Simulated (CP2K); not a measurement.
# PM3 run of C2H5BOS (SMILES O=CBCS)

Aim: the vertical ionisation energy of C2H5BOS at PM3, from 2 runs. 

The results are computed with CP2K 2026.2.

2 further runs of the same task are left out: 2 that didn't finish.

## 1. Starting point

The species is C2H5BOS (10 atoms), meant as a singlet with charge 0. SMILES: `O=CBCS`. Geometry: a rough force-field guess. This is one conformer, not always the lowest.

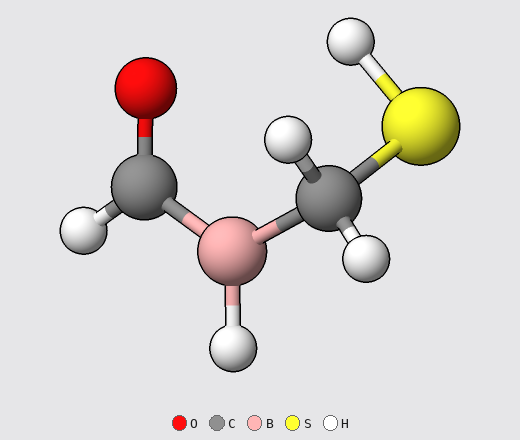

The structure, seen from a chosen angle (oxygen red, carbon grey, boron pink, sulfur yellow, hydrogen white).

## 2. Energy and forces at PM3

File molecule.xyz:

```xyz
10

O     -1.799900    -0.616600     0.627000
C     -1.299000     0.485900     0.854300
B      0.039100     0.850400     0.166600
C      0.858700    -0.122800    -0.854900
S      1.512400    -1.560000     0.005700
H     -1.757100     1.209500     1.536300
H      0.561600     1.921800     0.371700
H      0.093700    -0.467800    -1.617200
H      1.602700     0.434500    -1.323400
H      0.270900    -2.186100     0.236800
```

File molecule.inp:

```
&GLOBAL
  PROJECT molecule
  RUN_TYPE ENERGY_FORCE
  PRINT_LEVEL MEDIUM
&END GLOBAL

&FORCE_EVAL
  METHOD QUICKSTEP
  &DFT
    CHARGE 0
    MULTIPLICITY 1
    &QS
      METHOD PM3
      EPS_DEFAULT 1.0E-10
      &SE
        &COULOMB
          CUTOFF [angstrom] 50
          RC_RANGE [angstrom] 0
        &END COULOMB
        &EXCHANGE
          CUTOFF [angstrom] 50
          RC_RANGE [angstrom] 0
        &END EXCHANGE
      &END SE
    &END QS
    # cluster boundary conditions
    &POISSON
      PERIODIC NONE
      POISSON_SOLVER ANALYTIC
    &END POISSON
    &SCF
      SCF_GUESS ATOMIC
      EPS_SCF 1.0E-07
      MAX_SCF 150
      ADDED_MOS 4
      &DIAGONALIZATION
        ALGORITHM STANDARD
      &END DIAGONALIZATION
      &MIXING
        METHOD DIRECT_P_MIXING
        ALPHA 0.4
      &END MIXING
    &END SCF
    # extra output
    &PRINT
      &MOMENTS
        PERIODIC F
        REFERENCE COM
        MAX_MOMENT 1
      &END MOMENTS
      &MO ON
        ENERGIES T
        OCCUPATION_NUMBERS T
        NDIGITS 6
        &EACH
          QS_SCF 0
        &END EACH
        ADD_LAST NUMERIC
      &END MO
      &HIRSHFELD OFF
      &END HIRSHFELD
    &END PRINT
  &END DFT
  # structure
  &SUBSYS
    # vacuum box
    &CELL
      ABC [angstrom] 15.4 16.1 15.2
      PERIODIC NONE
    &END CELL
    &TOPOLOGY
      COORD_FILE_NAME molecule.xyz
      COORD_FILE_FORMAT XYZ
      &CENTER_COORDINATES
      &END CENTER_COORDINATES
    &END TOPOLOGY
  &END SUBSYS
  # extra output
  &PRINT
    &FORCES ON
    &END FORCES
  &END PRINT
&END FORCE_EVAL
```

Run with:

```
$ OMP_NUM_THREADS=1 cp2k.psmp -i molecule.inp > molecule.out 2>&1
```

Output:

```text
CP2K| version string:                                       CP2K version 2026.2
[...]
 GLOBAL| Method name                                                        CP2K
[...]
 GLOBAL| Run type                                                   ENERGY_FORCE
[...]
                             - Atoms:                                         10
[...]
                             - Spherical basis functions:                     25
[...]
 Number of electrons:                                                         28
[...]
     1 P_Mix/Diag. 0.40E+00    0.0     0.84144362       -24.8561219309 -2.49E+01
[...]
    26 DIIS/Diag.  0.73E-07    0.0     0.00000007       -31.2825621630 -4.26E-14
  *** SCF run converged in    26 steps ***
  Core-core repulsion energy [eV]:                           1805.76720573036664
  Core Hamiltonian energy [eV]:                             -1316.42387362079785
  Two-electron integral energy [eV]:                        -2681.17027828814844
  Electronic energy [eV]:                                   -2657.00901276487184
  Total energy [eV]:                                         -851.24180703450543
  Atomic reference energy [eV]:                               850.19658952522479
  Heat of formation [kcal/mol]:                               -24.10329027720324
[...]
 SE_DIPOLE| Moment [Debye]          1.01796677      -2.31782451       0.22494170
 SE_DIPOLE| Derivative [a.u.]       0.00000000       0.00000000       0.00000000
 ENERGY| Total FORCE_EVAL ( QS ) energy [hartree]            -31.282562163019399
 FORCES| Atomic forces [hartree/bohr]
 FORCES|   Atom     x               y               z               |f|
 FORCES|      1  8.53233378E-03  4.11815578E-02  1.34282968E-02   4.41479397E-02
 FORCES|      2 -2.33050803E-02 -4.63335190E-02 -8.12583020E-03   5.24971510E-02
 FORCES|      3  4.12845287E-02  6.36976832E-04 -2.13620720E-02   4.64882369E-02
 FORCES|      4 -6.44070272E-02 -1.51503087E-02  2.42781225E-02   7.04785375E-02
 FORCES|      5 -1.13116899E-02 -3.54688509E-03  2.53578720E-03   1.21229097E-02
 FORCES|      6 -4.40768854E-03 -2.85629365E-03  9.32292923E-04   5.33435111E-03
 FORCES|      7 -5.64630148E-03 -5.53022142E-03 -3.94829451E-04   7.91327743E-03
 FORCES|      8  1.43840507E-02  9.68208112E-03  8.16803247E-03   1.91666472E-02
 FORCES|      9  2.94748795E-02  1.78940735E-02 -1.80535999E-02   3.89217016E-02
 FORCES|     10  1.54019948E-02  4.02253865E-03 -1.40620036E-03   1.59806027E-02
 FORCES| Sum    -3.40005801E-16 -1.08246745E-15 -3.60822483E-16
 FORCES| Total atomic force                                       1.19060178E-15
[...]
```

Run time: 0.47 s. Hardware: 1 thread of Arm Neoverse N1, shared host; peak memory 0.13 GiB.

## 3. The doublet cation at the same level

molecule.xyz is that of step 2.

File calc.inp:

```
&GLOBAL
   PROJECT_NAME calc
   RUN_TYPE ENERGY_FORCE
   PRINT_LEVEL MEDIUM
&END

&FORCE_EVAL
   METHOD QS
   &DFT
      CHARGE 1
      MULTIPLICITY 2
      UNRESTRICTED_KOHN_SHAM T
      # Quickstep
      &QS
         METHOD PM3
         EPS_DEFAULT 1.0E-10
         &SE
            &COULOMB
               CUTOFF [angstrom] 50
               RC_RANGE [angstrom] 0
            &END
            &EXCHANGE
               CUTOFF [angstrom] 50
               RC_RANGE [angstrom] 0
            &END
         &END
      &END
      &POISSON
         PERIODIC NONE
         POISSON_SOLVER ANALYTIC
      &END
      # SCF settings
      &SCF
         SCF_GUESS ATOMIC
         EPS_SCF 1.0E-07
         MAX_SCF 50
         &OT
            MINIMIZER DIIS
            PRECONDITIONER FULL_SINGLE_INVERSE
         &END
         &OUTER_SCF
            EPS_SCF 1.0E-07
            MAX_SCF 5
         &END
      &END
      # extra output
      &PRINT
         &MOMENTS
            PERIODIC F
            REFERENCE COM
            MAX_MOMENT 1
         &END
         &MO_CUBES
            NLUMO 1
            NHOMO -1
            WRITE_CUBE F
         &END
         &HIRSHFELD OFF
         &END
      &END
   &END
   &SUBSYS
      &CELL
         ABC 15.4 16.1 15.2
         PERIODIC NONE
      &END
      &TOPOLOGY
         COORD_FILE_NAME molecule.xyz
         COORD_FILE_FORMAT XYZ
         &CENTER_COORDINATES
         &END
      &END
   &END
   &PRINT
      &FORCES ON
      &END
   &END
&END
```

Run with:

```
$ OMP_NUM_THREADS=1 cp2k.psmp calc.inp > calc.out
```

Output:

```text
CP2K| version string:                                       CP2K version 2026.2
[...]
 GLOBAL| Method name                                                        CP2K
[...]
 GLOBAL| Run type                                                   ENERGY_FORCE
[...]
                             - Atoms:                                         10
[...]
                             - Spherical basis functions:                     25
[...]
 Number of electrons:                                                         14
[...]
     1 OT DIIS     0.80E-01    0.0     0.15852974       -25.6384026311 -2.56E+01
[...]
     4 OT DIIS     0.80E-01    0.0     0.00000008       -30.9592206910 -9.23E-12
  *** SCF run converged in     4 steps ***
  Core-core repulsion energy [eV]:                           1805.76720573036664
  Core Hamiltonian energy [eV]:                             -1280.49684434420897
  Two-electron integral energy [eV]:                        -2735.42719901524151
  Electronic energy [eV]:                                   -2648.21044385182995
  Total energy [eV]:                                         -842.44323812146308
  Atomic reference energy [eV]:                               850.19658952522479
  Heat of formation [kcal/mol]:                               178.79654506998503
[...]
 SE_DIPOLE| Moment [Debye]         -3.37379468       0.59541124       1.02128230
 SE_DIPOLE| Derivative [a.u.]       0.00000000       0.00000000       0.00000000
 *** WARNING in qs_scf_post_se.F:140 :: Printing of MO cube files not ***
 *** implemented for Semi-Empirical method.                           ***
 ENERGY| Total FORCE_EVAL ( QS ) energy [hartree]            -30.959220690959583
 FORCES| Atomic forces [hartree/bohr]
 FORCES|   Atom     x               y               z               |f|
 FORCES|      1  1.69222999E-02  4.13071508E-02  1.02421255E-02   4.57989746E-02
 FORCES|      2 -3.00023092E-02 -4.55484240E-02 -2.24244148E-04   5.45421651E-02
 FORCES|      3  2.98316253E-02  1.18231594E-02 -1.88539207E-02   3.72180507E-02
 FORCES|      4 -3.97679346E-02 -4.73542093E-02  3.24296971E-02   6.98254611E-02
 FORCES|      5 -2.23970373E-02  1.48404991E-02 -1.12569028E-02   2.91304919E-02
 FORCES|      6 -4.09827137E-03 -1.23445580E-03 -1.07763290E-04   4.28150934E-03
 FORCES|      7 -5.74528537E-03 -6.21544590E-03  1.02904033E-03   8.52637061E-03
 FORCES|      8  9.78912291E-03  9.22242465E-03  6.73331944E-03   1.50405331E-02
 FORCES|      9  3.11917238E-02  2.18250442E-02 -1.97224924E-02   4.28746183E-02
 FORCES|     10  1.42760660E-02  1.33425671E-03 -2.68859042E-04   1.43408014E-02
 FORCES| Sum     2.72351586E-16 -5.13478149E-16  4.85722573E-16
 FORCES| Total atomic force                                       7.57470537E-16
[...]
```

Run time: 2.8 s. Hardware: 1 thread of Arm Neoverse N1, shared host; peak memory 0.14 GiB.

## 4. Summary of results

Level: PM3.

| quantity | value |
| --- | --- |
| singlet C2H5BOS: total energy | -31.28256 Eh |
| singlet C2H5BOS: dipole moment | 2.54 D |
| singlet C2H5BOS: HOMO energy | -9.10 eV |
| singlet C2H5BOS: LUMO energy | -0.82 eV |
| singlet C2H5BOS: HOMO–LUMO gap | 8.28 eV |
| singlet C2H5BOS: heat of formation at this unrelaxed shape | -24.1 kcal/mol |
| singlet C2H5BOS: largest force on an atom | 3.624 eV/Å |
| doublet cation: total energy | -30.95922 Eh |
| doublet cation: heat of formation at this unrelaxed shape | 178.8 kcal/mol |
| doublet cation: largest force on an atom | 3.591 eV/Å |
| vertical ionisation energy (to the doublet cation) | 8.799 eV |

In words: Removing an electron at fixed nuclei costs 8.80 eV (849 kJ/mol). The largest force (singlet C2H5BOS) is 3.62 eV/Å: the shape isn't a stationary point for this species at this level.
